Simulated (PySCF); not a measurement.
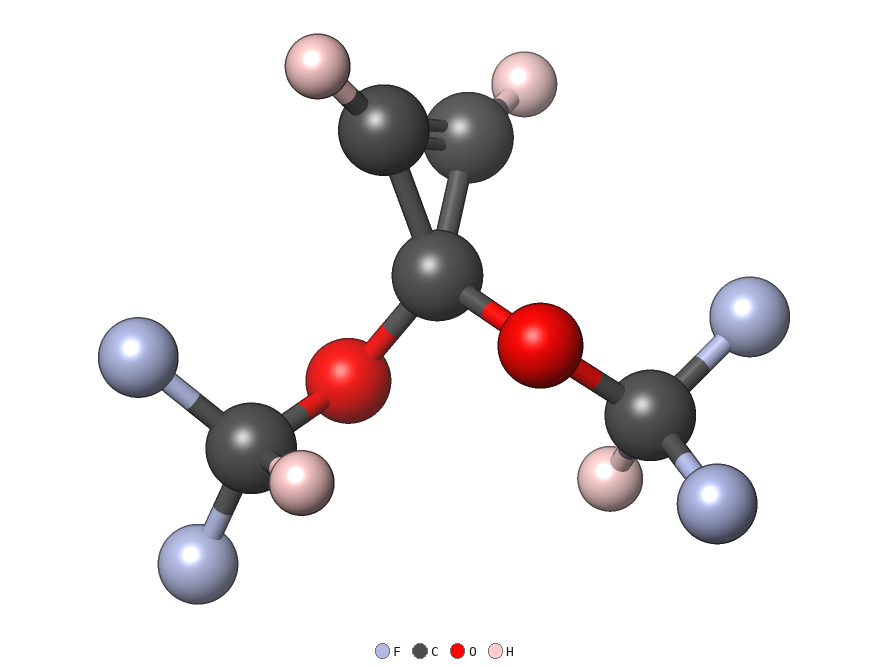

A ball-and-stick model of a molecule. Multiple sticks mark multiple bonds (one Kekulé form).

The computed structure is the end point of a PBE0-D3(BJ)/def2-SVP optimisation. No frequency run is at hand to confirm it as a minimum.

Describe the molecule.

Formula C5H4F4O2. SMILES: `FC(F)OC1(OC(F)F)C=C1`. Independent rings (smallest set): 1 of 3 members. Among its groups: ether, alkene, C–F bond. Coordination, clear cases only: 2 C tetrahedral; 2 O bent.

The parts below concern this one geometry. Atoms keep their numbers from picture to picture.

### Ring current

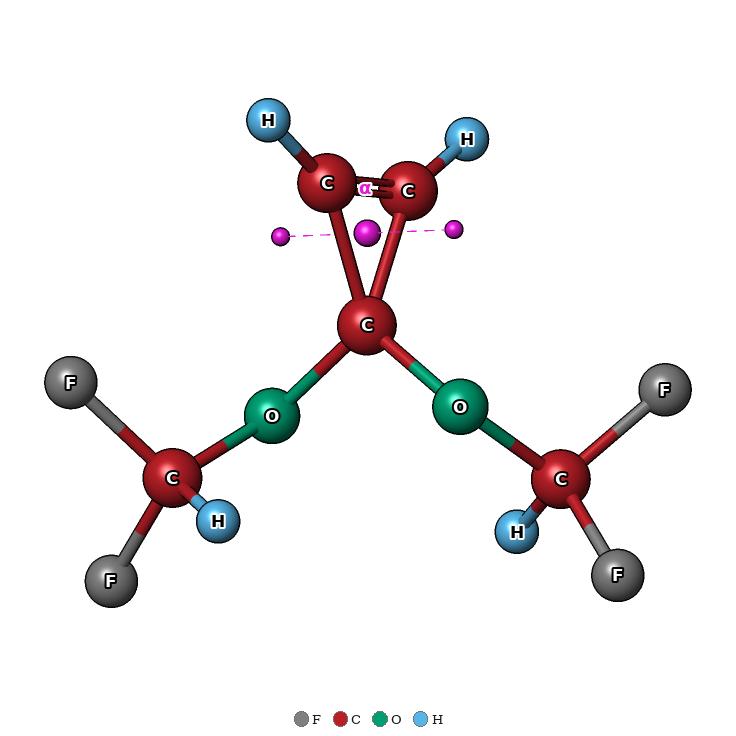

The small points mark where nucleus-independent chemical shifts (NICS) were computed: at the centre of each lettered ring and 1 Å above and below it. No frequency run is at hand to confirm it as a minimum. Level of theory: GIAO PBE0/pcSseg-1 NMR shielding, non-relativistic, IEF-PCM chloroform (PySCF 2.14.0).

Give NICS(0), NICS(1) and the out-of-plane component NICS(1)zz for each ring (means of the two sides).

```
ring  members  NICS(0)  NICS(1)  NICS(1)zz
   α       C3    −29.5     −9.1      −16.6
```

Values in ppm.

### NMR shielding

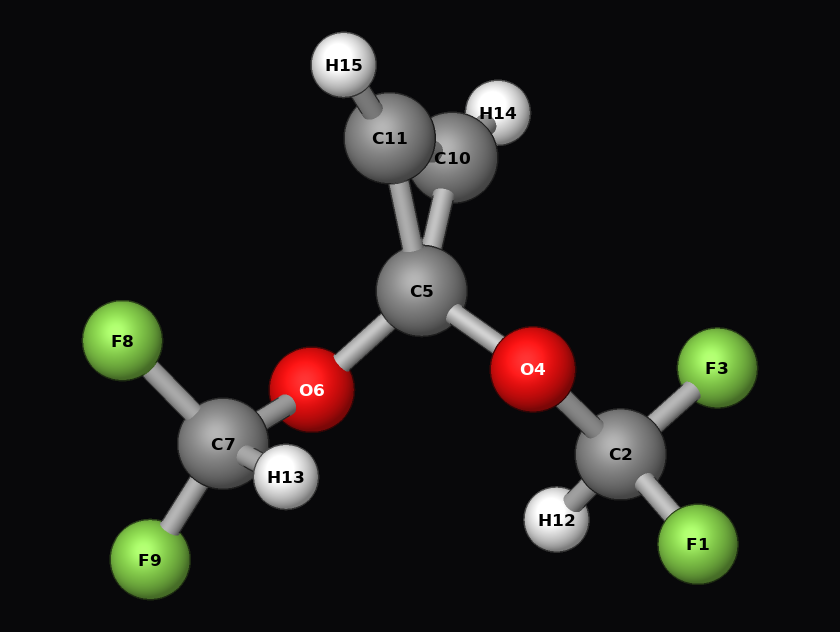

No frequency run is at hand to confirm it as a minimum. Method: GIAO PBE0/pcSseg-1 NMR shielding, non-relativistic, gas phase (PySCF 2.14.0). Principal shieldings σ11 ≤ σ22 ≤ σ33, span Ω = σ33 − σ11, skew κ = 3(σiso − σ22)/Ω.

Give the shielding tensors of the F atoms.

```json
{"atom": "F1", "σ11": "192.5", "σ22": "306.0", "σ33": "343.7", "σiso": "280.8", "Ω": "151.2", "κ": "−0.50"}
{"atom": "F3", "σ11": "200.2", "σ22": "269.4", "σ33": "352.9", "σiso": "274.2", "Ω": "152.7", "κ": "0.09"}
{"atom": "F8", "σ11": "199.6", "σ22": "270.5", "σ33": "352.2", "σiso": "274.1", "Ω": "152.6", "κ": "0.07"}
{"atom": "F9", "σ11": "191.9", "σ22": "305.3", "σ33": "343.4", "σiso": "280.2", "Ω": "151.5", "κ": "−0.50"}
```

Shieldings and span in ppm.

### Dipole moment

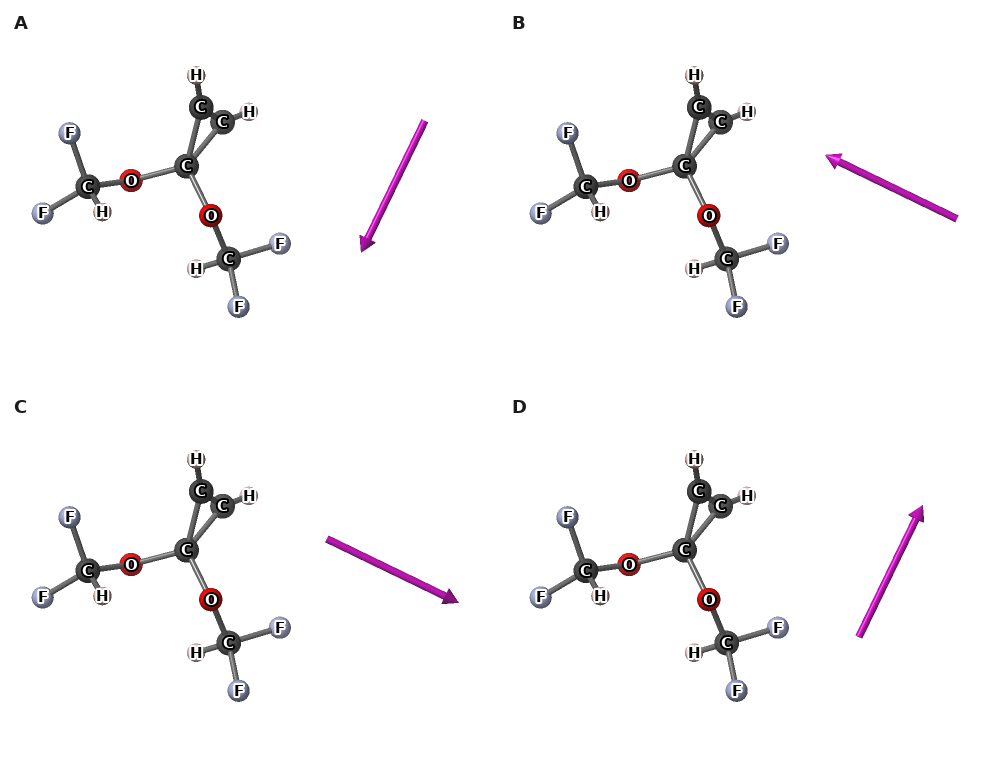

The same molecule four times, each with an arrow. No frequency run is at hand to confirm it as a minimum. Method: ωB97X-D/pcSseg-2, gas phase (PySCF 2.14.0).

**Which arrow points along the dipole moment, from the negative to the positive end?**

D. The dipole moment is 2.00 D.
